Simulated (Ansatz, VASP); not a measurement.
# TiGe: VASP beside Ansatz

Aim: how closely do two programs agree when they are given the same cell, functional and k mesh? The cell is invented: As first built, before any earlier steps moved the atoms (in the runner's words): it takes the ZrC structure with all of its atoms replaced by other elements, volume scaled by an estimate. It may not be a known or stable phase. The cell is taken from a series of VASP runs on this material, whose earlier steps may have relaxed, scaled or displaced it; both programs get it as it stands. Valence electrons are named where the data sets of a main pair hold unlike numbers.

Program: Ansatz 0.2.0. Level of theory: plane waves, with VASP 6.6.1 beside it; band structure at LDA and band structure at PBE, spin-orbit coupling. Results are calculated unless marked as measured.

### 1. Set-up

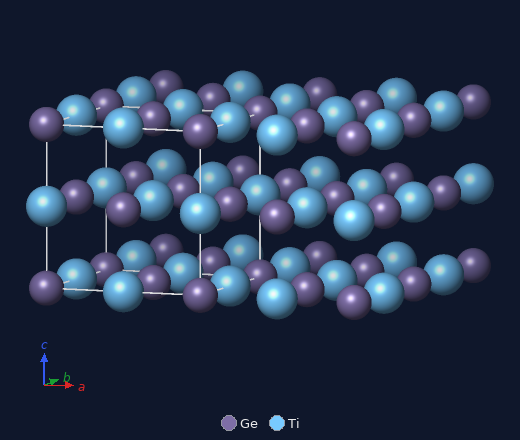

The cell as given, slightly off an axis (germanium purple, titanium blue). 2×2×1 cells are drawn. This picture shows the conventional cell, with its axes. Some periodic images of atoms are drawn too.

Coordinates:

```cif
data_structure
_symmetry_space_group_name_H-M 'Fm-3m'
_symmetry_Int_Tables_number 225
_cell_length_a 5.1851
_cell_length_b 5.1851
_cell_length_c 5.1851
_cell_angle_alpha 90.000
_cell_angle_beta 90.000
_cell_angle_gamma 90.000
_cell_volume 139.40
loop_
_atom_site_label
_atom_site_type_symbol
_atom_site_symmetry_multiplicity
_atom_site_Wyckoff_symbol
_atom_site_fract_x
_atom_site_fract_y
_atom_site_fract_z
_atom_site_occupancy
Ge1 Ge 4 a 0.00000 0.00000 0.00000 1
Ti1 Ti 4 b 0.50000 0.00000 0.00000 1
```

### 2. VASP: band structure, LDA

With cell and atoms fixed, the geometry can't cause a difference; cores, projectors, grids and the points listed under the comparison can.

Lines of VASP's logs that name or quote its potential files are left out, and so is its time.

File INCAR:

```
SYSTEM = TiGe
PREC = Accurate
ENCUT = 410
EDIFF = 1E-06
NELM = 100
ISMEAR = 0
SIGMA = 0.02
LREAL = .FALSE.
ALGO = Normal
GGA = CA
NBANDS = 25
LORBIT = 11
LWAVE = .FALSE.
LCHARG = .FALSE.
KPAR = 4
```

File POSCAR:

```
TiGe
1.0
    0.0000000000      2.5925336083      2.5925336083
    2.5925336083      0.0000000000      2.5925336083
    2.5925336083      2.5925336083      0.0000000000
Ge Ti
1 1
Direct
    0.0000000000      0.0000000000      0.0000000000
    0.5000000000      0.5000000000      0.5000000000
```

File KPOINTS:

```
Automatic mesh
0
Gamma
5 5 5
0 0 0
```

File KPOINTS_OPT:

```
Line mode
16
Line-mode
Reciprocal
  0.00000000   0.00000000   0.00000000 GAMMA
  0.50000000   0.00000000   0.50000000 X

  0.50000000   0.00000000   0.50000000 X
  0.50000000   0.25000000   0.75000000 W

  0.50000000   0.25000000   0.75000000 W
  0.37500000   0.37500000   0.75000000 K

  0.37500000   0.37500000   0.75000000 K
  0.00000000   0.00000000   0.00000000 GAMMA

  0.00000000   0.00000000   0.00000000 GAMMA
  0.50000000   0.50000000   0.50000000 L

  0.50000000   0.50000000   0.50000000 L
  0.62500000   0.25000000   0.62500000 U

  0.62500000   0.25000000   0.62500000 U
  0.50000000   0.25000000   0.75000000 W

  0.50000000   0.25000000   0.75000000 W
  0.50000000   0.50000000   0.50000000 L

  0.50000000   0.50000000   0.50000000 L
  0.37500000   0.37500000   0.75000000 K

  0.62500000   0.25000000   0.62500000 U
  0.50000000   0.00000000   0.50000000 X
```

The projector-augmented-wave data sets are Ge_d and Ti_sv (PBE family, release 64).

On the command line:

```bash
$ mpirun -np 4 vasp_std
```

Numbers of over 12 decimals in the logs are rounded to 6 here.

The log of the run:

```text
[banner, memory and clock lines left out]
running    4 mpi-ranks, on    1 nodes
 distrk:  each k-point on    1 cores,    4 groups
 distr:  one band on    1 cores,    1 groups

 POSCAR found type information on POSCAR GeTi
 POSCAR found :  2 types and       2 ions
|                                                                             |
|               ----> ADVICE to this user running VASP <----                  |
|                                                                             |
|     You enforced a specific xc type in the INCAR file but a different       |
|     [... a line on the potential file left out ...]
|     I HOPE YOU KNOW WHAT YOU ARE DOING!                                     |
|                                                                             |

 LDA part: xc-table for (Slater(with rela. corr.)+CA(PZ))
 , standard interpolation
 POSCAR, INCAR and KPOINTS ok, starting setup
 FFT: planning ... GRIDC
 FFT: planning ... GRID_SOFT
 FFT: planning ... GRID
 WAVECAR not read
 entering main loop
       N       E                     dE             d eps       ncg     rms          rms(c)
DAV:   1     0.207438732890E+03    0.20744E+03   -0.10926E+04   589   0.205E+03
DAV:   2     0.113340812535E+02   -0.19610E+03   -0.18689E+03   508   0.462E+02
DAV:   3    -0.161033897079E+02   -0.27437E+02   -0.27064E+02   709   0.114E+02
DAV:   4    -0.174081356905E+02   -0.13047E+01   -0.12957E+01   622   0.219E+01
DAV:   5    -0.174459249068E+02   -0.37789E-01   -0.37780E-01   606   0.331E+00    0.118E+01
DAV:   6    -0.152018083947E+02    0.22441E+01   -0.76546E+00   544   0.268E+01    0.419E+00
DAV:   7    -0.148876983001E+02    0.31411E+00   -0.15915E+00   574   0.122E+01    0.228E+00
DAV:   8    -0.148885640164E+02   -0.86572E-03   -0.21329E-01   672   0.426E+00    0.131E+00
DAV:   9    -0.148607730976E+02    0.27791E-01   -0.97579E-02   534   0.286E+00    0.360E-01
DAV:  10    -0.148599896655E+02    0.78343E-03   -0.90544E-03   578   0.968E-01    0.216E-01
DAV:  11    -0.148593364043E+02    0.65326E-03   -0.14446E-03   587   0.339E-01    0.301E-02
DAV:  12    -0.148593364005E+02    0.37408E-08   -0.82274E-05   580   0.883E-02    0.237E-02
DAV:  13    -0.148593322918E+02    0.41087E-05   -0.10718E-05   585   0.280E-02    0.421E-03
DAV:  14    -0.148593321125E+02    0.17931E-06   -0.47378E-07   307   0.563E-03
   1 F= -.14859332E+02 E0= -.14858859E+02  d E =-.945567E-03
 Start KPOINTS_OPT (optional k-point list driver)
k-point batch [1-10\160]
       N       E                     dE             ncg
DAV:   1    -0.167740256245E+04   -0.42603E+04      620
DAV:   2    -0.355146710425E+04   -0.18741E+04      500
DAV:   3    -0.380241601999E+04   -0.25095E+03      804
DAV:   4    -0.381425978110E+04   -0.11844E+02      526
DAV:   5    -0.381467659322E+04   -0.41681E+00      628
DAV:   6    -0.381469073869E+04   -0.14145E-01      551
DAV:   7    -0.381469136514E+04   -0.62645E-03      654
DAV:   8    -0.381469138890E+04   -0.23755E-04      470
DAV:   9    -0.381469138992E+04   -0.10217E-05      385
DAV:  10    -0.381469138995E+04   -0.34295E-07      286
[...]
k-point batch [151-160\160]
       N       E                     dE             ncg
DAV:   1    -0.162403486830E+04   -0.10703E+05      580
DAV:   2    -0.357567914535E+04   -0.19516E+04      500
DAV:   3    -0.383906220289E+04   -0.26338E+03      790
DAV:   4    -0.384664377836E+04   -0.75816E+01      549
DAV:   5    -0.384678717470E+04   -0.14340E+00      608
DAV:   6    -0.384679153977E+04   -0.43651E-02      540
DAV:   7    -0.384679173896E+04   -0.19919E-03      600
DAV:   8    -0.384679175009E+04   -0.11132E-04      519
DAV:   9    -0.384679175075E+04   -0.66553E-06      392
```

OUTCAR, selected parts (step 2):

```text
ion  position               nearest neighbor table
   1  0.000  0.000  0.000-   2 2.59   2 2.59   2 2.59   2 2.59   2 2.59   2 2.59
   2  0.500  0.500  0.500-   1 2.59   1 2.59   1 2.59   1 2.59   1 2.59   1 2.59

  LATTYP: Found a face centered cubic cell.
 ALAT       =     5.1850672166

 Subroutine GETGRP returns: Found 48 space group operations
 (whereof 48 operations were pure point group operations)

The static configuration has the point symmetry O_h .

 Found     10 irreducible k-points:

   k-points           NKPTS =     10   k-points in BZ     NKDIM =     10   number of bands    NBANDS=     25

   dimension x,y,z NGX =    24 NGY =   24 NGZ =   24
   dimension x,y,z NGXF=    48 NGYF=   48 NGZF=   48

   ENCUT  =  410.0 eV  30.13 Ry    5.49 a.u.   6.05  6.05  6.05*2*pi/ulx,y,z

   NELECT =      26.0000    total number of electrons

 k-points in reciprocal lattice and weights: Automatic mesh
   0.00000000  0.00000000  0.00000000       0.008
   0.20000000  0.00000000  0.00000000       0.064
   0.40000000  0.00000000  0.00000000       0.064
   0.20000000  0.20000000  0.00000000       0.048
   0.40000000  0.20000000  0.00000000       0.192
  -0.40000000  0.20000000  0.00000000       0.192
  -0.20000000  0.20000000  0.00000000       0.096
   0.40000000  0.40000000  0.00000000       0.048
  -0.40000000  0.40000000  0.00000000       0.096
  -0.40000000  0.40000000  0.20000000       0.192

 average (electrostatic) potential at core
       1 -70.4479       2 -73.1472

 E-fermi :   7.3964

 k-point     1 :       0.0000    0.0000    0.0000
  band No.  band energies     occupation
    ...
      6     -16.4684      2.00000
      7     -16.4276      2.00000
      8     -16.4276      2.00000
      9     -16.4276      2.00000
     10      -3.4400      2.00000
     11       7.4113      0.29171
     12       7.4113      0.29171
     13       7.4113      0.29171
     14       7.8987      0.00000
     15       7.8987      0.00000
    ...

 k-point     2 :       0.2000    0.0000    0.0000
  band No.  band energies     occupation
    ...
      9     -16.4233      2.00000
     10      -2.8026      2.00000
     11       5.9709      2.00000
     12       6.6954      2.00000
     13       6.6954      2.00000
     14       7.8741      0.00000
     15       7.8741      0.00000
     16       9.4861      0.00000
     17      12.0495      0.00000
     18      12.0495      0.00000
    ...

 k-point     3 :       0.4000    0.0000    0.0000
  band No.  band energies     occupation
    ...
      9     -16.4159      2.00000
     10      -1.1994      2.00000
     11       3.0461      2.00000
     12       5.6961      2.00000
     13       5.6961      2.00000
     14       8.5714      0.00000
     15       8.5714      0.00000
     16       9.3568      0.00000
     17      13.2912      0.00000
     18      13.9304      0.00000
    ...

  Total       -1.6555840     -1.6555840     -1.6555840     -0.0000000      0.0000000     -0.0000000
  in kB      -76.1129607    -76.1129607    -76.1129607     -0.0000000      0.0000000     -0.0000000
  external PRESSURE =     -76.1129607 kB  Pullay stress =       0.0000000 kB

  energy-cutoff  :      410.00
  volume of cell :       34.85
      direct lattice vectors                 reciprocal lattice vectors
     0.000000000  2.592533608  2.592533608    -0.192861531  0.192861531  0.192861531
     2.592533608  0.000000000  2.592533608     0.192861531 -0.192861531  0.192861531
     2.592533608  2.592533608  0.000000000     0.192861531  0.192861531 -0.192861531

 POSITION                                       TOTAL-FORCE (eV/Angst)
 -----------------------------------------------------------------------------------
      0.00000      0.00000      0.00000         0.000000     -0.000000      0.000000
      2.59253      2.59253      2.59253        -0.000000      0.000000     -0.000000
 -----------------------------------------------------------------------------------
    total drift:                                0.000000     -0.000000     -0.000000

  FREE ENERGIE OF THE ION-ELECTRON SYSTEM (eV)
  ---------------------------------------------------
  free  energy   TOTEN  =       -14.8593321125 eV

  energy  without entropy=      -14.8583865460  energy(sigma->0) =      -14.85885933

 total charge
# of ion       s       p       d       tot
------------------------------------------
    1        1.160   1.359  10.010  12.529
    2        2.159   6.109   1.999  10.267
--------------------------------------------------
tot          3.319   7.468  12.009  22.796

[... 3 further parts left out ...]
```

At this level the cell is under a tension of 7.6 GPa, so at these settings it is away from equilibrium.

### 3. Ansatz: band structure, LDA

Ansatz runs on its default PAW (the set named soft_2) files.

The same cell, functional (in two slightly different forms), mesh and smearing now go to Ansatz, which takes its cutoff from its data sets.

File input.yaml:

```yaml
crystal:
  lattice:
    - [0.0, 2.5925336083, 2.5925336083]
    - [2.5925336083, 0.0, 2.5925336083]
    - [2.5925336083, 2.5925336083, 0.0]
  atoms:
    - { symbol: Ge, position: [0.0, 0.0, 0.0] }
    - { symbol: Ti, position: [0.5, 0.5, 0.5] }
hamiltonian:
  xc: lda
  pseudopotentials: { kind: paw }
kpoints:
  mp_grid: { grid: [5, 5, 5] }
  band_path:
    path:
      - [0.0, 0.0, 0.0]
      - [0.16667, 0.0, 0.16667]
      - [0.33333, 0.0, 0.33333]
      - [0.5, 0.0, 0.5]
      - [0.5, 0.08333, 0.58333]
      - [0.5, 0.18333, 0.68333]
      - [0.5, 0.25, 0.75]
      - [0.45, 0.3, 0.75]
      - [0.40833, 0.34167, 0.75]
      - [0.35, 0.35, 0.7]
      - [0.225, 0.225, 0.45]
      - [0.075, 0.075, 0.15]
      - [0.03333, 0.03333, 0.03333]
      - [0.23333, 0.23333, 0.23333]
      - [0.4, 0.4, 0.4]
      - [0.51667, 0.46667, 0.51667]
      - [0.55833, 0.38333, 0.55833]
      - [0.60833, 0.28333, 0.60833]
      - [0.60833, 0.25, 0.64167]
      - [0.55833, 0.25, 0.69167]
      - [0.51667, 0.25, 0.73333]
      - [0.5, 0.3, 0.7]
      - [0.5, 0.38333, 0.61667]
      - [0.5, 0.48333, 0.51667]
      - [0.475, 0.475, 0.55]
      - [0.425, 0.425, 0.65]
      - [0.38333, 0.38333, 0.73333]
      - [0.59167, 0.18333, 0.59167]
      - [0.55, 0.1, 0.55]
      - [0.5, 0.0, 0.5]
    npoints: 1
scf:
  occupations: { method: gaussian, width: 0.02 }
  n_extra_bands: 7
output:
  forces: true
  stress: true
  eigenvalues: true
```

On the command line:

```bash
$ ansatz run input.yaml --threads 2 --pin off --max-ram 4608MiB --backend cpu --events-out ev --progress --plain --runs-dir out
```

The log of the run:

```text
scf.n_extra_bands = 7 over 13 filled bands (N_el = 26.0): the run solves 20 bands
Engine: ansatz 0.2.0, aarch64-unknown-linux-gnu
Pseudopotentials: kind: paw
Pseudopotential: Ge, paw, valence charge 14, recommended cutoff 420 eV (normal), Ge.paw.azcp
Pseudopotential: Ti, paw, valence charge 12, recommended cutoff 420 eV (normal), Ti.paw.azcp
Functional definition: SPW92
  exchange = slater_x
  correlation = pw_c
Crystal: 2 atoms, lattice volume = 34.850 Å³
Basis set: ecut = 420 eV, 701 PW (Γ)
Bands: 20, of which v1, the nominal top of the filled ones, is band 13 counted from 1 (12 counted from 0)
Symmetry: 48 space group operations
Space group: Fm-3m (ITA 225), of the structure as read, at distance tolerance 3.3e-5 Å
k-points: 10 of 125
Non-local potential: Ge, projectors of the file, l = 0: 2, l = 1: 2, l = 2: 3, l = 3: 1
Non-local potential: Ti, projectors of the file, l = 0: 3, l = 1: 2, l = 2: 3, l = 3: 1
PAW form: soft (Blöchl's): semilocal exchange-correlation on the pseudo side does not see the compensation charge
PAW frozen core: Ge, regenerated for the run's functional, and the local potential with it (the file was generated under x = pbe(κ = 0.804, μ = 0.219515), c = pbe(β = 0.066725))
PAW frozen core: Ti, regenerated for the run's functional, and the local potential with it (the file was generated under x = pbe(κ = 0.804, μ = 0.219515), c = pbe(β = 0.066725))
PAW one-centre angular grid: Ge, 590 points (default); XC on 64 Gauss nodes
PAW one-centre angular grid: Ti, 590 points (default); XC on 64 Gauss nodes
Initial density: superposition of atomic densities (neutral atoms: chi_scale 0, normalization atom), corrected by the library's trained network
Initial wavefunctions: pseudopotential atomic-orbital guess
Functional: x = slater, c = lda
SCF iter   1: F=—  HF=-6667.083707 eV  |F-HF|=—  |Δ(HF+E_count)|=         —  Δρ=8.22e-3  dr2=2.37e-2  ethr=1.77e-3  ⟨swp⟩=5.7  Hψ=869  notcnv=0
preconditioner: auto → none  [insulator: Δε(μ)=0.210 eV  Ē_g=19.311 eV  σ=0.020 eV  W_gap=0.75  n_scr=14 (ndim 8)  ℏωp=26.7 eV  f_vac=0.000  D(μ)=4.31/eV (n_scr^D=58)  ε∞_Penn≈2.9]
SCF iter   2: F=—  HF=-6667.078505 eV  |F-HF|=—  |Δ(HF+E_count)|=   5.20e-3  Δρ=3.57e-3  dr2=4.63e-3  ethr=9.13e-5  ⟨swp⟩=2.0  Hψ=333  notcnv=0  defer=18
SCF iter   3: F=—  HF=-6667.077548 eV  |F-HF|=—  |Δ(HF+E_count)|=   9.57e-4  Δρ=3.71e-4  dr2=6.51e-5  ethr=1.78e-5  ⟨swp⟩=2.0  Hψ=271  notcnv=0  defer=18
SCF iter   4: F=—  HF=-6667.077530 eV  |F-HF|=—  |Δ(HF+E_count)|=   1.76e-5  Δρ=1.08e-4  dr2=2.40e-6  ethr=2.50e-7  ⟨swp⟩=2.0  Hψ=254  notcnv=0  defer=18
SCF iter   5: F=—  HF=-6667.077531 eV  |F-HF|=—  |Δ(HF+E_count)|=   2.88e-7  Δρ=4.24e-5  dr2=4.79e-7  ethr=9.24e-9  ⟨swp⟩=2.2  Hψ=296  notcnv=0  defer=18
SCF iter   6: F=-6667.077531 eV  HF=-6667.077531 eV  |F-HF|=1.83e-8  |Δ(HF+E_count)|=   4.77e-8  Δρ=8.76e-6  dr2=2.30e-8  ethr=3.85e-10  ⟨swp⟩=6.9  Hψ=741  notcnv=0
SCF 1 converged in 6 iterations: F = -6667.077531 eV  dr2 = 2.30e-8
  greatest PAW one-centre occupation: 0.999 electrons in one spin orbital (limit 2), on the Ti atom at site 1 (counted from 0), in its partial waves of l = 0
NSCF: frozen V_eff on 30 k-points
SCF converged after 6 iterations
Free energy (F): -6667.077531 eV
Harris-Foulkes:  -6667.077531 eV  (|F-HF|=1.83e-8)
Internal energy: -6667.076592 eV  (E = F + TS)
E sigma→0 (E₀):  -6667.077062 eV
Entropy (-TS):   -0.000938 eV (-0.469 meV/atom)
Fermi energy:    12.195764 eV
--- Per-component energies (eV) ---
  E_band       = -265.361584
  E_kinetic    = 385.278060
  E_local      = -2996.609555  (includes V_loc(G=0)·N_el)
  E_nonlocal   = 433.662062
  E_hartree    = 1294.080393
  E_xc         = -172.952730
  E_vxc        = -188.137543  (∫ρ·V_xc dr)
  E_paw        = -2939.769730  (= ΣΔE_a)
  E_vpaw       = -487.719318  (= ΣTr[D̂ρ^β])
  E_aug_tail   = 0.000295  (compensation charges beyond the density's cutoff)
  E_ewald      = -2672.999663
  E_core_change = 2.234277  (= ΣΔE_core)
  E_smearing   = -0.000938  (= −TS)
  E_closure    = -0.000000  (closes the sum)
  Σ components = -6667.077531   (vs F -6667.077531, Δ=0.00e0)
--- Forces (eV/Å), atoms counted from 1 ---
  atom   1  Ge    -0.00000000    -0.00000000     0.00000000
  atom   2  Ti     0.00000000    -0.00000000     0.00000000
  max |Σ_I F_I| component: 6.88e-29 eV/Å
--- Stress (GPa, compression-positive) ---
       -7.507101       0.000000       0.000000
        0.000000      -7.507101      -0.000000
        0.000000      -0.000000      -7.507101
  P = ⅓ Tr σ = -7.5071 GPa (-75.071 kbar)
--- Band table (eV; the first three rows and the last of 10) ---
  k-point 0: bands = [... 9 lower, 1.3292, 12.2128, 12.2128, 12.2128, 12.7005, 12.7005, 15.3342, 15.3342, ... 3 higher]
  k-point 1: bands = [... 9 lower, 1.9693, 10.7663, 11.4962, 11.4962, 12.6772, 12.6772, 14.2772, 16.8466, ... 3 higher]
  k-point 2: bands = [... 9 lower, 3.5795, 7.8311, 10.4970, 10.4970, 13.3781, 13.3781, 14.1545, 18.0714, ... 3 higher]
  k-point 9: bands = [... 9 lower, 4.1130, 8.6788, 9.6685, 10.5128, 13.2918, 13.7253, 14.3337, 14.4498, ... 3 higher]
```

The job ended after 1.6 s (2 threads of Arm Neoverse V2, shared host; peak memory 0.28 GiB; 1.1 s of CPU time).

### 4. Side by side

Known differences besides the potentials themselves: the two LDA forms differ slightly; the cutoff is 420 eV in Ansatz and 410 eV in VASP; Ansatz makes its cores anew for this functional, VASP keeps those of its PBE data sets; VASP's log shows a relativistic correction to its local exchange, Ansatz's none. Total energies have different zeros and are not compared.

Compared:

```tsv
quantity	Ansatz	VASP	difference
pressure (GPa)	-7.51	-7.61	+0.10
```

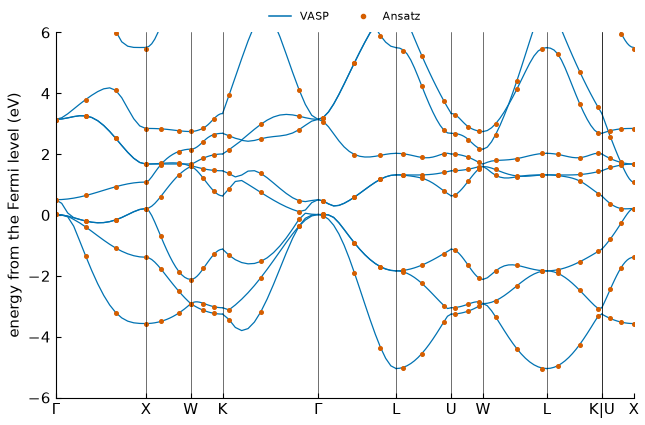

Bands from VASP (lines) and levels from Ansatz (dots). Dots without a line are higher empty bands that the VASP plot leaves out.

Levels from 3 eV below to 2 eV above the Fermi level differ by 5 meV r.m.s. and 11 meV at most; each VASP level is matched to the nearest of Ansatz, which flatters the figure a little. Ansatz's pressure holds a Pulay correction of 0.04 GPa; VASP's holds none.

### 5. Ansatz: band structure, PBE, spin-orbit coupling

With cell and atoms fixed, the geometry can't cause a difference; cores, projectors, grids and the points listed under the comparison can.

The cell is taken from a series of VASP runs on this material, whose earlier steps may have relaxed, scaled or displaced it; both programs get it as it stands.

input.yaml, as its differences from that of step 3:

```diff
@@ -9,4 +9,7 @@
 hamiltonian:
-  xc: lda
-  pseudopotentials: { kind: paw }
+  xc: pbe
+  pseudopotentials: { kind: paw_fr }
+magnetization:
+  noncollinear: true
+  spin_orbit: true
 kpoints:
@@ -48,3 +51,3 @@
   occupations: { method: gaussian, width: 0.02 }
-  n_extra_bands: 7
+  n_extra_bands: 14
 output:
```

The log of the run:

```text
[...]
non-collinear run that drives no moment, with spin-orbit: no starting moment large enough to seed its density (crystal.atoms[].spin), no starting occupations that ask for one, no magnetisation constraint and no magnetic field, so the semilocal B_xc is pinned to zero
Crystal: 2 atoms, lattice volume = 34.850 Å³
[...]
k-point 1: bands = [... 22 lower, 11.8103, 11.8103, 11.8465, 11.8465, 13.0380, 13.0380, 13.0437, 13.0437, ... 10 higher]
  k-point 2: bands = [... 22 lower, 10.7967, 10.7967, 10.8559, 10.8559, 13.7531, 13.7531, 13.7590, 13.7590, ... 10 higher]
  k-point 9: bands = [... 22 lower, 9.9633, 9.9633, 10.8304, 10.8304, 13.6695, 13.6695, 14.1059, 14.1059, ... 10 higher]
[key lines of the parts left out:]
SCF converged after 9 iterations
Magnetization: |M| = 0.0000 μB,  M = (+0.0000, +0.0000, +0.0000) μB
Free energy (F): -6795.749351 eV
Fermi energy:    12.460652 eV
P = ⅓ Tr σ = 0.3944 GPa (3.944 kbar)
```

Run time: 7.6 s. Hardware: 2 threads; peak memory 0.41 GiB.

(Continued in part 2 of 2.)

[Lines on the potential files, build, host, timing and source positions are cut from VASP's logs without a mark.]

[Logs are printed without paths, hosts, clocks, repeated set-up lines and the standing remarks that a program may print on its own settings, such as how far it seeks lower states.]

[Hosts, paths, dates, database ids (printed as entryN), source tags and the programs' standing remarks are cut or masked in the printed files.]
